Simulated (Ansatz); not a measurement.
System: HfO3 (charge −1, quartet).

```json
{"atom": "Hf", "x (Å)": "0.1044", "y (Å)": "0.2455", "z (Å)": "0.3834"}
{"atom": "O", "x (Å)": "0.6718", "y (Å)": "-1.4767", "z (Å)": "0.6771"}
{"atom": "O", "x (Å)": "1.0954", "y (Å)": "0.9935", "z (Å)": "-1.1760"}
{"atom": "O", "x (Å)": "-1.8715", "y (Å)": "0.2377", "z (Å)": "0.1155"}
```

Geometry: r2SCAN-D4/def2-TZVPD; core potentials replace the inner electrons of Hf.

These are results of UKS PBE0-D4/def2-TZVPD in Ansatz 0.2.0, not measurements.

Question: Predict the electron density, electron localisation function and spin density between the atoms.

Answer: Hf–O (1.99 Å): the density is about 0.82 e/Å³ at the midpoint; the ELF peaks at about 0.90 in the valence shell of O, 0.5 Å from its nucleus, and drops to about 0.25 between the two atoms.
The unpaired spin (3 electrons) lies mostly on Hf1 (about 0.9), O3 (about 0.9), O4 (about 0.9) and O2 (about 0.3), in electrons by Hirshfeld's partition.

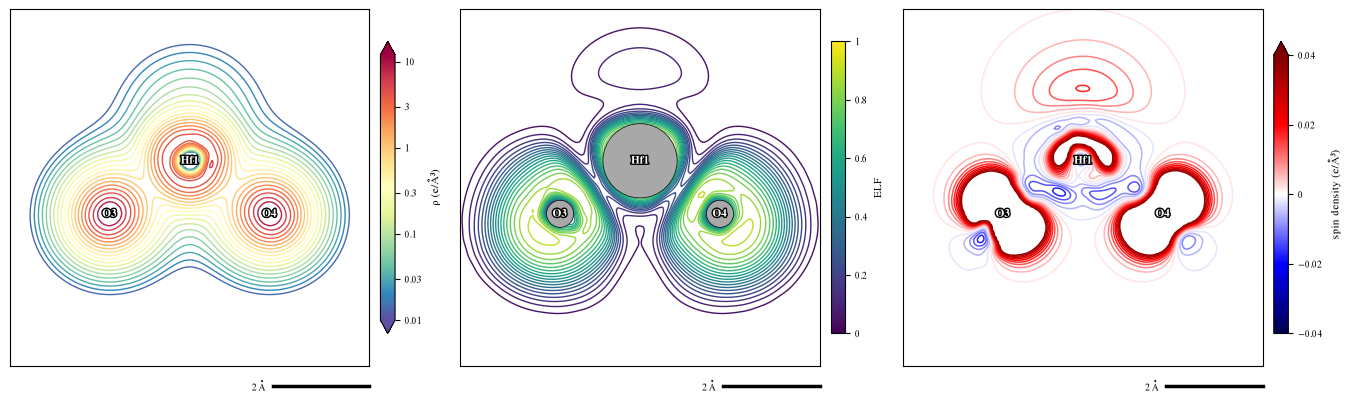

Computed electron density, electron localisation function and spin density on the plane of atoms O3, Hf1 and O4, in this order. Grey discs cover the atomic cores in the ELF map. 
